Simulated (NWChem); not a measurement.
**BClF2 (SMILES FB(F)Cl): TPSSh/cc-pVDZ**

What is the electronic atomisation energy of BClF2 at TPSSh/cc-pVDZ? 

The results are computed with NWChem 7.3.0.

**1. The structure to begin with**

The species is BClF2 (4 atoms), meant as a singlet with charge 0. SMILES: `FB(F)Cl`. Geometry: relaxed at PBE0-D4/def2-TZVP.

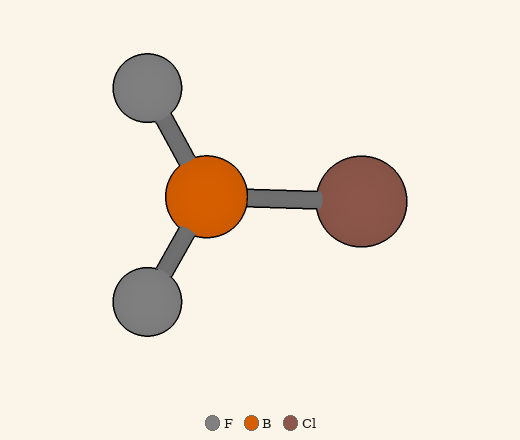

The structure, seen from a chosen angle (fluorine grey, boron orange, chlorine brown).

**2. A single-point energy at TPSSh/cc-pVDZ (run 1)**

Contents of calc.nw:

```
start calc
title "BClF2"
memory stack 880 mb heap 220 mb global 1100 mb

geometry noautosym nocenter noautoz
 F     -0.173700    -1.254300    -0.546300
 B     -0.067100    -0.041300    -0.062000
 F     -1.011600     0.830100    -0.317700
 Cl     1.307900     0.405300     0.905700
end

basis spherical bse
 * library cc-pVDZ
end

dft
 xc xctpssh
 grid fine
 convergence energy 1e-08
 maxiter 100
 mulliken
 print low
end

task dft energy
```

Command:

```console
$ nwchem calc.nw > calc.out
```

The log of the run:

```text
[...]
 d= 0,ls=0.0,diis     1   -684.8234117603 -8.27D+02  1.95D-02  7.71D-01     1.9
[...]
 d= 0,ls=0.0,diis     8   -684.9182552912 -2.78D-09  3.03D-06  8.19D-08    10.3
         Total DFT energy =     -684.918255291193
      One electron energy =    -1229.835237330351
           Coulomb energy =      456.142832227499
    Exchange-Corr. energy =      -53.362161237126
 Nuclear repulsion energy =      142.136311048785
[...]
      Total Density - Mulliken Population Analysis
     ---------------------------------------------
    Atom       Charge   Shell Charges
 -----------   ------   -------------------------------------------------------
    1 F    9     9.06   2.00  0.91  0.94  3.35  1.85  0.01
    2 B    5     4.77   2.01  0.58  0.05  1.50  0.24  0.38
    3 F    9     9.06   2.00  0.91  0.94  3.35  1.85  0.01
    4 Cl  17    17.11   2.00  2.03  0.95  0.93  6.00  3.10  2.07  0.02
[...]
```

It took 11 s on 1 thread of Intel Xeon Platinum 8375C at 2.90GHz (Ice Lake), shared host; peak memory 0.11 GiB.

**3. The B atom (run 2)**

Contents of test.nw:

```
start test
title "B"
memory stack 880 mb heap 220 mb global 1100 mb
charge 0

geometry units angstroms noautosym nocenter noautoz
 B     0.000000    0.000000    0.000000
end

basis spherical bse
 B library cc-pVDZ
end

dft
 xc xctpssh
 mult 2
 grid fine
 convergence energy 1e-08
 iterations 100
 mulliken
 print low
end

task dft
```

Run the same way, it converges to -24.66329 Eh (log not shown).

Run 3 isn't shown in full; the table further down has it.

**4. The F atom, same level (run 4)**

Contents of f.nw:

```
start f
memory total 2200 mb
charge 0

geometry units angstrom noautosym nocenter noautoz
 F        0.000000       0.000000       0.000000
end

basis spherical bse
 * library cc-pVDZ
end

dft
 xc xctpssh
 mult 2
 grid fine
 convergence energy 1e-08
 maxiter 100
 mulliken
 print low
end

task dft energy
```

Run the same way, it converges to -99.72540 Eh (log not shown).

**5. The series**

```csv
run,level,partner,energy (Eh),wall time
1,TPSSh/cc-pVDZ,base,-684.918255,11 s
2,UTPSSh/cc-pVDZ,atoms,-24.663293,0.82 s
3,UTPSSh/cc-pVDZ,atoms,-460.156195,1.7 s
4,UTPSSh/cc-pVDZ,atoms,-99.725402,0.82 s
```

**6. Results**

Level: TPSSh/cc-pVDZ.

```
                     quantity         value
         F atom: total energy  -99.72540 Eh
                 F atom: ⟨S²⟩         0.751
electronic atomisation energy     17.632 eV
```

Taking the molecule apart into free atoms costs 17.63 eV (1701 kJ/mol), before zero-point energy and without spin-orbit coupling. All runs together took 14 s, the longest 11 s.
